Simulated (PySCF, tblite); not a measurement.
# C₇H₁₄BOP: geometry, infrared bands and NMR shifts

Wanted: the infrared bands and NMR shifts of C₇H₁₄BOP (`[BH3-][P+]1(C=C)CCC(=O)CC1`), by calculation.

Programs: tblite 0.8.0 and PySCF 2.14.0, with density-fitted response routines of our own. Each step states its level of theory. These are calculated values for one molecule in the gas phase, unless marked as measured. Atoms are numbered from 0 throughout.

**1. The starting structure**

24 atoms, charge 0, multiplicity 1; geometry from: force field or distance geometry start.

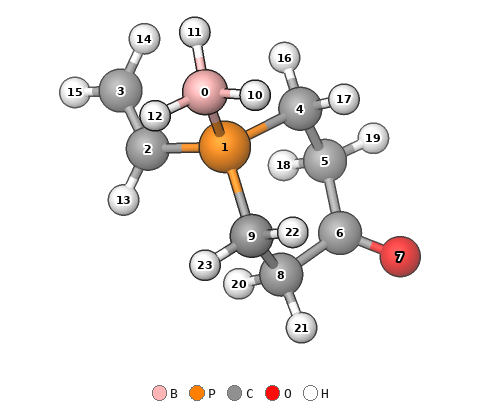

As it starts; boron pink, phosphorus orange, carbon grey, oxygen red, hydrogen white, atoms numbered; sticks join atoms by distance.

**2. Geometry optimisation with GFN2-xTB**

The job: settings as JSON, then the geometry in Å.

```
{"job": {"kind": "relax", "xc": "GFN2-xTB", "basis": "xTB"}, "charge": 0, "multiplicity": 1}
B      1.822000     1.676600     0.776800
P      0.578100     0.426100     0.065600
C      1.442900    -0.760600    -0.974300
C      2.384600    -1.545000    -0.497500
C     -0.285500    -0.445700     1.429900
C     -1.471100    -1.243400     0.862500
C     -2.378800    -0.360100     0.044100
O     -3.527500    -0.176500     0.408600
C     -1.854300     0.304200    -1.198300
C     -0.720700     1.273000    -0.868600
H      1.219700     2.506600     1.394300
H      2.579900     1.119600     1.497000
H      2.399900     2.198100    -0.107000
H      1.166100    -0.824300    -2.028700
H      2.667800    -1.495600     0.559100
H      2.884100    -2.260200    -1.127200
H      0.423400    -1.120800     1.945900
H     -0.657300     0.301200     2.152300
H     -1.089700    -2.066500     0.231200
H     -2.022200    -1.695400     1.716700
H     -1.503700    -0.464200    -1.902700
H     -2.677800     0.872200    -1.699700
H     -1.102400     2.127100    -0.255000
H     -0.289400     1.673100    -1.811800
```

The run is started by

```
$ OMP_NUM_THREADS=1 python probes_run.py task.json out
```

This one command runs all jobs of the session in turn.

**Question.** This job is followed by: GFN2-xTB harmonic vibrations, gas phase; GIAO PBE0/pcSseg-1 NMR shielding, non-relativistic, gas phase. Predict these results of the whole session: strongest single infrared mode (GFN2-xTB); zero-point energy (GFN2-xTB); ¹³C shifts against TMS (PBE0/pcSseg-1, means over atoms taken as alike); ¹H shifts against TMS (PBE0/pcSseg-1, means over atoms taken as alike); ¹¹B shifts against BF3·OEt2 (PBE0/pcSseg-1); ³¹P shifts against H3PO4 (PBE0/pcSseg-1); ¹⁷O shifts against H2O (PBE0/pcSseg-1); surface potential, least and greatest.

**Answer**, as computed:

| quantity | value |
| --- | --- |
| strongest single infrared mode (GFN2-xTB) | 1780 cm⁻¹, 403 km/mol |
| zero-point energy (GFN2-xTB) | 120.4 kcal/mol |
| ¹³C shifts against TMS (PBE0/pcSseg-1, means over atoms taken as alike) | 212.8, 140.4, 140.1, 41.0, 29.6 ppm |
| ¹H shifts against TMS (PBE0/pcSseg-1, means over atoms taken as alike) | 6.69, 6.52, 6.23, 2.66, 2.44, 2.28, 2.16, 0.75 ppm |
| ¹¹B shifts against BF3·OEt2 (PBE0/pcSseg-1) | -47.3 ppm |
| ³¹P shifts against H3PO4 (PBE0/pcSseg-1) | -4.1 ppm |
| ¹⁷O shifts against H2O (PBE0/pcSseg-1) | 693.4 ppm |
| surface potential, least and greatest | -1.42 V and 1.43 V |

Over 114 steps the energy fell by 0.402 eV; of the close pairs, P1–C9 changed most, 1.810 to 1.842 Å. No mode is imaginary among the 66: a minimum at this level. The strongest single mode, at 1780 cm⁻¹, moves mainly C6 and O7. GFN2-xTB is a fitted tight-binding method: band positions and strengths are rough. Its intensities can rank the bands wrongly. The most deshielded carbon is C6 (ketone carbonyl carbon), at 212.8 ppm: low-lying n→π* states of the double bond to the heteroatom give a large paramagnetic term (-276 ppm). At PBE0/pcSseg-1: Shielding is most anisotropic at O7 (span 1255 ppm, paramagnetic term -751 ppm). At PBE0/pcSseg-1, counted by nearest atom on the grid, the HOMO lies on O7 60 %; C5, C8 about 10 % each, the LUMO on C2, C3 about 28 % each; H14, H15 about 8 % each.
